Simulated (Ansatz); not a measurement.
# SiGeO (triplet): the correlation ladder, cc-pVDZ

Aim: climb from Hartree-Fock through coupled cluster and multireference methods for SiGeO (triplet) at one geometry and basis, and see what each rung misses.

Program: Ansatz 0.2.0, Gaussian basis. Level of theory: cc-pVDZ, core rule «outside noble gas», up to 20 orbitals frozen. These are calculated values, not measurements.

The runs, in order: UHF; CCSD(T) on ROHF; CCSD(T) on UHF; BCCD(T) on ROHF; CISD as a restricted active space (open shells left free, so some higher excitations enter); CCSDT(Q) on ROHF; CCSDT(Q) on UHF; CASSCF and NEVPT2, 12 electrons in 11 orbitals.

31 further runs of the same task are left out: 11 that didn't finish, 20 set aside as unsound or not needed. Runs told in other sessions of the task aren't counted.

**1. The system**

The geometry is a PBE0/def2-TZVP stationary point (not a proven minimum). No spin-orbit coupling is included. The filled d shell of Ge may be among the frozen orbitals whatever the setting's name suggests.

3 atoms, charge 0, spin multiplicity 3.

Atoms are counted from 1 here; the program's logs count them from 0.

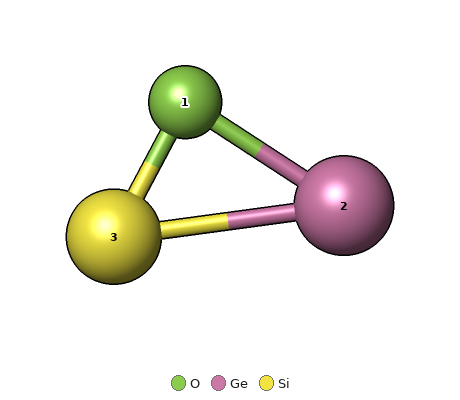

The geometry (oxygen green, germanium pink, silicon yellow); atoms are numbered from 1 in the order of the file.

In the tables R marks a restricted open-shell determinant and U an unrestricted one; 'valence' is the active space of 12 electrons in 11 orbitals; energies count from the table's Hartree-Fock row.

**2. UHF**

Input file in.yaml:

```yaml
crystal:
  periodic: [false, false, false]
  atoms:
    - {symbol: O, position_ang: [0.000000, -1.021029, -0.856742]}
    - {symbol: Ge, position_ang: [0.000000, 0.072866, 0.811694]}
    - {symbol: Si, position_ang: [0.000000, 0.393187, -1.611297]}
basis:
  gaussian: {orbitals: cc-pVDZ}
magnetization: {spin_polarized: true, initial_magnetization: 2}
hamiltonian: {xc: hf}
output: {orbitals: {seedname: orbitals}}
```

On the command line:

```sh
$ ansatz run in.yaml --threads 1 --pin off --events-out ev --progress --plain --max-ram 2393MiB
```

Log:

```text
Functional definition: HF
  name "HF"
  cite "Fock, Z. Phys. 61, 126 (1930) doi:10.1007/BF01340294"
  parent pbe
  exchange = exact_x
  correlation = 0
641 factors; integrals over basis functions are off by at most 7.1e-4 eV
mean field evaluation 1: about -66367.2594 eV, gradient 2.8e1 eV
mean field evaluation 2: about -66367.4080 eV, gradient 2.8e1 eV
mean field evaluation 4: about -66371.0646 eV, gradient 2.3e0 eV
mean field evaluation 8: about -66371.3377 eV, gradient 5.0e-1 eV
mean field evaluation 16: about -66371.3598 eV, gradient 3.1e-5 eV
mean field evaluation 32: about -66368.5093 eV, gradient 7.1e0 eV
mean field -66371.35983065 eV, -2439.1024856530 hartree, gradient 3.1e-5 eV, S^2 2.068640; 1 other end points of the search recorded, 0 dependent functions left out
reference -66371.35983065 eV, -2439.1024856530 hartree; 28, 26 occupied and 31, 33 virtual orbitals, 641 factors
Total energy: -66371.35983065 eV, -2439.1024856530 hartree
```

Run time: 2 s. Hardware: 1 thread of Arm Neoverse V1, shared host.

From the report: ⟨S²⟩ of the determinant 2.069 (pure triplet: 2.00).

**3. CCSD(T) on ROHF**

Edit in.yaml of step 2 so:

```diff
@@ -8,4 +8,4 @@
   gaussian: {orbitals: cc-pVDZ}
-magnetization: {spin_polarized: true, initial_magnetization: 2}
-hamiltonian: {xc: hf}
-output: {orbitals: {seedname: orbitals}}
+magnetization: {spin_polarized: false, initial_magnetization: 2}
+correlation: {method: ccsd_t, electrons: outside_noble_gas}
+output: {forces: true}
```

The command is unchanged.

Log, shortened:

```text
Functional definition: HF
  name "HF"
  cite "Fock, Z. Phys. 61, 126 (1930) doi:10.1007/BF01340294"
  parent pbe
[...]
641 factors; integrals over basis functions are off by at most 7.1e-4 eV
[...]
mean field -66371.14457386 eV, -2439.0945751117 hartree, gradient 2.5e-6 eV, S^2 2.000000; 10 other end points of the search recorded, 0 dependent functions left out
[...]
determinant -66371.14457386 eV, -2439.0945751117 hartree, with singles and doubles -66380.60264524 eV, -2439.4421528240 hartree
determinant -66369.36583076 eV, -2439.0292075085 hartree, with singles and doubles -66379.27395459 eV, -2439.3933243433 hartree
determinant -66369.17518429 eV, -2439.0222013798 hartree, with singles and doubles -66378.54527295 eV, -2439.3665457871 hartree
determinant -66368.94710564 eV, -2439.0138196441 hartree, with singles and doubles -66378.38176641 eV, -2439.3605370325 hartree
[...]
20 core orbitals not correlated: weight in the atoms' cores, before any rotation towards them, 0.996 or more for the frozen orbitals, at most 0.004 for the correlated occupied ones
reference -66371.14457386 eV, -2439.0945751117 hartree; 8, 6 occupied and 31, 33 virtual orbitals, 641 factors
second order -8.84852421 eV of doubles, -0.07950901 eV of singles
cycle   1  -9.45790908 eV  change    1.6e-4 eV  update   3.1e-3
[...]
cycle  13  -9.45946066 eV  change    3.1e-7 eV  update   6.0e-7
perturbative correction -0.39222137 eV, -0.0144138694 hartree
[...]
Total energy: -66380.99625588 eV, -2439.4566177483 hartree
Atom 0 at     0.000000    -1.021029    -0.856742 Å, force     0.000000    -1.727224     0.154056 eV/Å
Atom 1 at     0.000000     0.072866     0.811694 Å, force     0.000000     0.281492     1.259251 eV/Å
Atom 2 at     0.000000     0.393187    -1.611297 Å, force     0.000000     1.445732    -1.413307 eV/Å
Dipole moment:    -0.000000     0.253332    -0.211715 e Å
```

It took 18 s on 1 thread of Arm Neoverse V1, shared host.

From the report: correlation -9.8517 eV; T1 0.032; largest double amplitude 0.05.

**4. CCSD(T) on UHF**

Edit in.yaml of step 3 so:

```diff
@@ -8,3 +8,3 @@
   gaussian: {orbitals: cc-pVDZ}
-magnetization: {spin_polarized: false, initial_magnetization: 2}
+magnetization: {spin_polarized: true, initial_magnetization: 2}
 correlation: {method: ccsd_t, electrons: outside_noble_gas}
```

Launched as before.

Log, shortened:

```text
Functional definition: HF
  name "HF"
  cite "Fock, Z. Phys. 61, 126 (1930) doi:10.1007/BF01340294"
  parent pbe
[...]
641 factors; integrals over basis functions are off by at most 7.1e-4 eV
[...]
mean field -66371.35983065 eV, -2439.1024856530 hartree, gradient 3.1e-6 eV, S^2 2.068639; 3 other end points of the search recorded, 0 dependent functions left out
20 core orbitals not correlated: weight in the atoms' cores, before any rotation towards them, 0.997 or more for the frozen orbitals, at most 0.004 for the correlated occupied ones
reference -66371.35983065 eV, -2439.1024856530 hartree; 8, 6 occupied and 31, 33 virtual orbitals, 641 factors
second order -8.63937083 eV of doubles, -0.00000000 eV of singles
cycle   1  -8.67421851 eV  change   -3.5e-2 eV  update   1.3e-1
[...]
cycle  19  -9.25373919 eV  change   -5.3e-7 eV  update   4.5e-7
perturbative correction -0.38374064 eV, -0.0141022086 hartree
[...]
Total energy: -66380.99731049 eV, -2439.4566565045 hartree
Atom 0 at     0.000000    -1.021029    -0.856742 Å, force    -0.000000    -1.711938     0.147260 eV/Å
Atom 1 at     0.000000     0.072866     0.811694 Å, force    -0.000000     0.279873     1.265499 eV/Å
Atom 2 at     0.000000     0.393187    -1.611297 Å, force    -0.000000     1.432065    -1.412759 eV/Å
Dipole moment:     0.000000     0.254119    -0.214194 e Å
```

It took 14 s on 1 thread of Arm Neoverse V1, shared host.

From the report: ⟨S²⟩ of the determinant 2.069 (pure triplet: 2.00); correlation -9.6375 eV; T1 0.032; largest double amplitude 0.05.

**5. BCCD(T) on ROHF**

Edit in.yaml of step 4 so:

```diff
@@ -8,4 +8,3 @@
   gaussian: {orbitals: cc-pVDZ}
-magnetization: {spin_polarized: true, initial_magnetization: 2}
-correlation: {method: ccsd_t, electrons: outside_noble_gas}
-output: {forces: true}
+magnetization: {spin_polarized: false, initial_magnetization: 2}
+correlation: {method: bccd_t, electrons: outside_noble_gas}
```

The command is unchanged.

Log, shortened:

```text
Functional definition: HF
  name "HF"
  cite "Fock, Z. Phys. 61, 126 (1930) doi:10.1007/BF01340294"
  parent pbe
[...]
641 factors; integrals over basis functions are off by at most 7.1e-4 eV
[...]
mean field -66371.14457386 eV, -2439.0945751117 hartree, gradient 2.5e-6 eV, S^2 2.000000; 10 other end points of the search recorded, 0 dependent functions left out
[...]
determinant -66371.14457386 eV, -2439.0945751117 hartree, with singles and doubles -66380.60264524 eV, -2439.4421528240 hartree
determinant -66369.36583076 eV, -2439.0292075085 hartree, with singles and doubles -66379.27395459 eV, -2439.3933243433 hartree
determinant -66369.17518429 eV, -2439.0222013798 hartree, with singles and doubles -66378.54527295 eV, -2439.3665457871 hartree
determinant -66368.94710564 eV, -2439.0138196441 hartree, with singles and doubles -66378.38176641 eV, -2439.3605370325 hartree
determinant -66367.65127291 eV, -2438.9661986697 hartree, with singles and doubles -66377.38866286 eV, -2439.3240411502 hartree
determinant -66367.33591847 eV, -2438.9546096078 hartree, with singles and doubles -66376.01306997 eV, -2439.2734890437 hartree
20 core orbitals not correlated: weight in the atoms' cores, before any rotation towards them, 0.996 or more for the frozen orbitals, at most 0.004 for the correlated occupied ones
reference -66371.14457386 eV, -2439.0945751117 hartree; 8, 6 occupied and 31, 33 virtual orbitals, 641 factors
second order -8.84852421 eV of doubles, -0.07950901 eV of singles
cycle   1  -9.39874895 eV  change    5.9e-2 eV  update   2.4e-2
[...]
cycle  12  -9.41406812 eV  change    1.0e-6 eV  update   1.3e-5
perturbative correction -0.44536724 eV, -0.0163669442 hartree
Total energy: -66381.00400921 eV, -2439.4569026781 hartree
```

Run time: 14 s. Hardware: 1 thread of Arm Neoverse V1, shared host.

From the report: correlation -9.8594 eV; largest double amplitude 0.05.

**6. CISD as a restricted active space (open shells left free, so some higher excitations enter)**

Edit in.yaml of step 5 so:

```diff
@@ -9,2 +9,2 @@
 magnetization: {spin_polarized: false, initial_magnetization: 2}
-correlation: {method: bccd_t, electrons: outside_noble_gas}
+correlation: {active_space: {ras: {orbitals: [6, 2, 31], electrons: 14, max_holes: 2, max_particles: 2}, fixed_orbitals: true}}
```

The command is unchanged.

Log:

```text
Functional definition: HF
  name "HF"
  cite "Fock, Z. Phys. 61, 126 (1930) doi:10.1007/BF01340294"
  parent pbe
  exchange = exact_x
  correlation = 0
641 factors; integrals over basis functions are off by at most 7.1e-4 eV
mean field evaluation 1: about -66366.9925 eV, gradient 4.0e1 eV
mean field evaluation 2: about -66367.1321 eV, gradient 4.0e1 eV
mean field evaluation 4: about -66370.9304 eV, gradient 3.7e0 eV
mean field evaluation 8: about -66371.1406 eV, gradient 3.4e-1 eV
mean field evaluation 16: about -66371.1446 eV, gradient 2.5e-6 eV
mean field evaluation 32: about -66371.0657 eV, gradient 2.5e0 eV
mean field evaluation 64: about -66370.1432 eV, gradient 6.2e0 eV
mean field -66371.14457386 eV, -2439.0945751117 hartree, gradient 2.5e-6 eV, S^2 2.000000; 6 other end points of the search recorded, 0 dependent functions left out
reference -66371.14457386 eV, -2439.0945751117 hartree; 28, 26 occupied and 31, 33 virtual orbitals, 641 factors
state -66379.57663742 eV, -2439.4044477321 hartree
Total energy: -66379.57663742 eV, -2439.4044477321 hartree
```

Run time: 11 s. Hardware: 1 thread of Arm Neoverse V1, shared host.

From the report: 151,326 determinants.

**7. CCSDT(Q) on ROHF**

Edit in.yaml of step 6 so:

```diff
@@ -9,2 +9,2 @@
 magnetization: {spin_polarized: false, initial_magnetization: 2}
-correlation: {active_space: {ras: {orbitals: [6, 2, 31], electrons: 14, max_holes: 2, max_particles: 2}, fixed_orbitals: true}}
+correlation: {method: ccsdt_q, electrons: outside_noble_gas}
```

Same command.

Log, shortened:

```text
Functional definition: HF
  name "HF"
  cite "Fock, Z. Phys. 61, 126 (1930) doi:10.1007/BF01340294"
  parent pbe
[...]
1139 factors; integrals over basis functions are off by at most 1.6e-7 eV
[...]
mean field -66371.14485044 eV, -2439.0945852759 hartree, gradient 5.1e-6 eV, S^2 2.000000; 9 other end points of the search recorded, 0 dependent functions left out
[...]
determinant -66371.14485044 eV, -2439.0945852759 hartree, with singles and doubles -66380.60292746 eV, -2439.4421631954 hartree
determinant -66369.36608836 eV, -2439.0292169751 hartree, with singles and doubles -66379.27422758 eV, -2439.3933343754 hartree
determinant -66369.17547784 eV, -2439.0222121679 hartree, with singles and doubles -66378.54557602 eV, -2439.3665569244 hartree
determinant -66368.94737116 eV, -2439.0138294019 hartree, with singles and doubles -66378.38204513 eV, -2439.3605472752 hartree
determinant -66367.65153150 eV, -2438.9662081728 hartree, with singles and doubles -66377.38893863 eV, -2439.3240512843 hartree
determinant -66367.33619306 eV, -2438.9546196988 hartree, with singles and doubles -66376.01336209 eV, -2439.2734997790 hartree
20 core orbitals not correlated: weight in the atoms' cores, before any rotation towards them, 0.996 or more for the frozen orbitals, at most 0.004 for the correlated occupied ones
reference -66371.14485044 eV, -2439.0945852759 hartree; 8, 6 occupied and 31, 33 virtual orbitals, 1139 factors
second order -8.84853438 eV of doubles, -0.07950879 eV of singles
cycle   1  -8.91729582 eV  change    1.4e-2 eV  update   1.5e-1
[...]
cycle  23  -9.88586112 eV  change    1.8e-7 eV  update   9.6e-7
perturbative correction -0.03749911 eV, -0.0013780668 hartree
Total energy: -66381.06821067 eV, -2439.4592620379 hartree
```

Run time: 71 s. Hardware: 1 thread of Arm Neoverse V1, shared host; peak memory 0.75 GiB.

From the report: correlation -9.9234 eV; T1 0.035; largest double amplitude 0.07.

**8. CCSDT(Q) on UHF**

Edit in.yaml of step 7 so:

```diff
@@ -8,3 +8,3 @@
   gaussian: {orbitals: cc-pVDZ}
-magnetization: {spin_polarized: false, initial_magnetization: 2}
+magnetization: {spin_polarized: true, initial_magnetization: 2}
 correlation: {method: ccsdt_q, electrons: outside_noble_gas}
```

Launched as before.

Log, shortened:

```text
Functional definition: HF
  name "HF"
  cite "Fock, Z. Phys. 61, 126 (1930) doi:10.1007/BF01340294"
  parent pbe
[...]
1139 factors; integrals over basis functions are off by at most 1.6e-7 eV
[...]
mean field -66371.36010907 eV, -2439.1024958847 hartree, gradient 1.9e-6 eV, S^2 2.068641; 3 other end points of the search recorded, 0 dependent functions left out
20 core orbitals not correlated: weight in the atoms' cores, before any rotation towards them, 0.997 or more for the frozen orbitals, at most 0.004 for the correlated occupied ones
reference -66371.36010907 eV, -2439.1024958847 hartree; 8, 6 occupied and 31, 33 virtual orbitals, 1139 factors
second order -8.63937704 eV of doubles, -0.00000000 eV of singles
cycle   1  -8.67422267 eV  change   -3.5e-2 eV  update   1.4e-1
[...]
cycle  24  -9.67561214 eV  change   -7.8e-7 eV  update   7.5e-7
perturbative correction -0.04692993 eV, -0.0017246430 hartree
Total energy: -66381.08265114 eV, -2439.4597927155 hartree
```

Wall time 59 s (1 thread of Arm Neoverse V1, shared host); peak memory 0.55 GiB.

From the report: ⟨S²⟩ of the determinant 2.069 (pure triplet: 2.00); correlation -9.7225 eV; T1 0.036; largest double amplitude 0.07.

**9. CASSCF and NEVPT2, 12 electrons in 11 orbitals**

Input file in.yaml:

```yaml
crystal:
  periodic: [false, false, false]
  atoms:
    - {symbol: O, position_ang: [0.000000, -1.021029, -0.856742]}
    - {symbol: Ge, position_ang: [0.000000, 0.072866, 0.811694]}
    - {symbol: Si, position_ang: [0.000000, 0.393187, -1.611297]}
basis:
  gaussian: {orbitals: cc-pVDZ}
magnetization: {spin_polarized: false, initial_magnetization: 2}
correlation: {method: sc_nevpt2, electrons: outside_noble_gas, active_space: {window: {electrons: 12, orbitals: 11}, shells: [{species: Ge, l: s, shell: 4}, {species: Ge, l: p, shell: 4}, {species: O, l: p, shell: 2}, {species: Si, l: s, shell: 3}, {species: Si, l: p, shell: 3}]}}
```

The command is unchanged.

Log:

```text
Functional definition: HF
  name "HF"
  cite "Fock, Z. Phys. 61, 126 (1930) doi:10.1007/BF01340294"
  parent pbe
  exchange = exact_x
  correlation = 0
1139 factors; integrals over basis functions are off by at most 1.6e-7 eV
mean field evaluation 1: about -66367.1585 eV, gradient 4.0e1 eV
mean field evaluation 2: about -66367.1659 eV, gradient 4.0e1 eV
mean field evaluation 4: about -66370.9464 eV, gradient 3.6e0 eV
mean field evaluation 8: about -66371.1409 eV, gradient 3.4e-1 eV
mean field evaluation 16: about -66367.3359 eV, gradient 2.2e-1 eV
mean field evaluation 32: about -66367.5738 eV, gradient 1.8e0 eV
mean field -66371.14485044 eV, -2439.0945852759 hartree, gradient 5.1e-6 eV, S^2 2.000000; 5 other end points of the search recorded, 0 dependent functions left out
reference -66371.14485044 eV, -2439.0945852759 hartree; 28, 26 occupied and 31, 33 virtual orbitals, 1139 factors
state -66374.66537086 eV, -2439.2239620152 hartree
state -66374.66537086 eV, -2439.2239620152 hartree; corrected -66379.52087693 eV, -2439.4023985719 hartree
Total energy: -66379.52087693 eV, -2439.4023985719 hartree
Checks for a lower state left out: starts, orbital_swaps
```

Run time: 26 s. Hardware: 1 thread of Arm Neoverse V1, shared host.

From the report: 106,624 determinants; active occupations 1.99, 1.98, 1.96, 1.96, 1.96, 1.01, 1.00, 0.04, 0.04, 0.03, 0.02.

**10. Natural occupations**

Natural occupations of the CASSCF valence state about the gap (report; correlated orbitals 3 to 11): 1.962, 1.962, 1.960, 1.005, 1.003, 0.045, 0.037, 0.033, 0.023. The count of effectively unpaired electrons, Σ n²(2 − n)², is 2.04; a single determinant of this spin has 2.

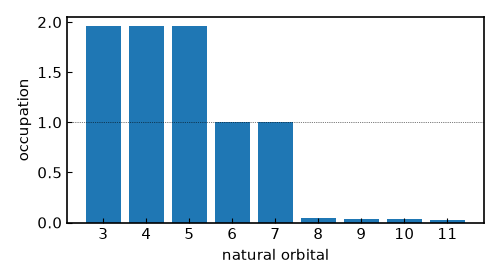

Natural occupations of the CASSCF valence state.

**11. All levels against the top one**

The yardstick is UCCSDT(Q), where the cluster series has nearly closed. Rows without a time are mean-field rows or come out of runs for another level: lower rungs of the coupled-cluster runs, CASSCF and MRCISD of the multireference runs, or the Hartree-Fock search. The times of RCCSD(T), UCCSD(T) include forces.

Differences are taken before rounding.

| method | energy from the lowest ROHF (meV) | from UCCSDT(Q) (meV) | time |
| --- | --- | --- | --- |
| ROHF | 0.0 | +9938.1 |  |
| UHF | -215.3 | +9722.8 |  |
| RMP2 | -8928.0 | +1010.0 |  |
| UMP2 | -8854.6 | +1083.4 |  |
| RCCSD | -9459.5 | +478.6 |  |
| UCCSD | -9469.0 | +469.1 |  |
| RCCSD(T) | -9851.7 | +86.4 | 18 s |
| UCCSD(T) | -9852.7 | +85.3 | 14 s |
| BCCD(T) | -9859.4 | +78.6 | 14 s |
| RCCSDT | -9886.1 | +51.9 |  |
| UCCSDT | -9891.1 | +46.9 |  |
| RCCSDT(Q) | -9923.6 | +14.4 | 71 s |
| UCCSDT(Q) | -9938.1 | 0 | 59 s |
| CASSCF valence | -3520.8 | +6417.3 |  |
| NEVPT2 valence | -8376.3 | +1561.8 | 26 s |

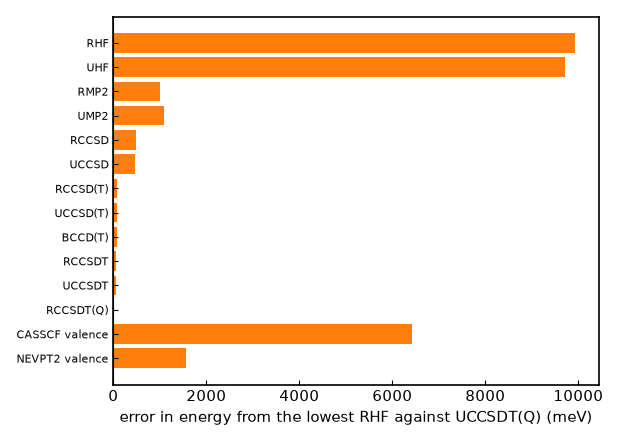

Error of each method against UCCSDT(Q).

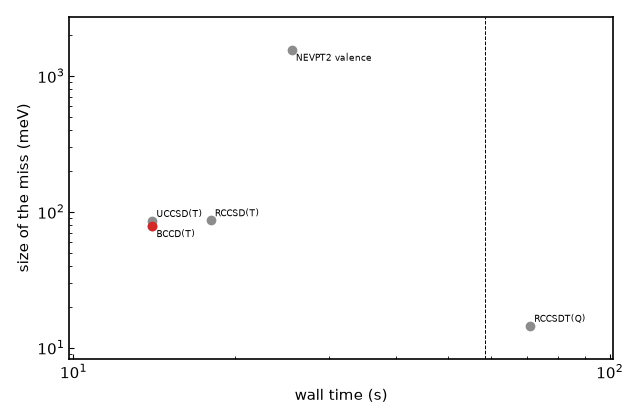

Miss against cost. Red marks the levels that no quicker level drawn beats (of those quicker than the yardstick), and the dashed line is the time of UCCSDT(Q). Times are from a shared host.

Not comparable, so not listed: CISD as a restricted active space (open shells left free, so some higher excitations enter) (they don't share determinant, frozen orbitals or solution with the rows shown, or repeat one).

With the free atoms at the same levels and basis (separate runs), the atomisation energy is 7.760 eV at UCCSDT(Q), 7.710 eV at RCCSD(T), 7.700 eV at UCCSD(T), 4.691 eV at ROHF.

**12. Summary of results**

| quantity | value |
| --- | --- |
| UCCSDT(Q) from the ROHF energy | -9.9381 eV |
| RMP2 from UCCSDT(Q) | +1010.0 meV |
| UMP2 from UCCSDT(Q) | +1083.4 meV |
| RCCSD from UCCSDT(Q) | +478.6 meV |
| RCCSD(T) from UCCSDT(Q) | +86.4 meV |
| UCCSD(T) from UCCSDT(Q) | +85.3 meV |
| RCCSDT(Q) from UCCSDT(Q) | +14.4 meV |
| NEVPT2 valence from UCCSDT(Q) | +1561.8 meV |
| levels within 1 kcal/mol (43 meV) | RCCSDT(Q) |
| T1 diagnostic | 0.032 |
| effectively unpaired electrons | 2.04 |

**Reading.** RCCSD(T) misses by +86.4 meV, 0.9 % of the correlation energy. One determinant dominates. These misses are within one basis, not against nature; the frozen cores of restricted and unrestricted runs differ, which can shift their rows.

For cost: BCCD(T) gets within 78.6 meV in 14 s, where UCCSDT(Q) took 59 s.
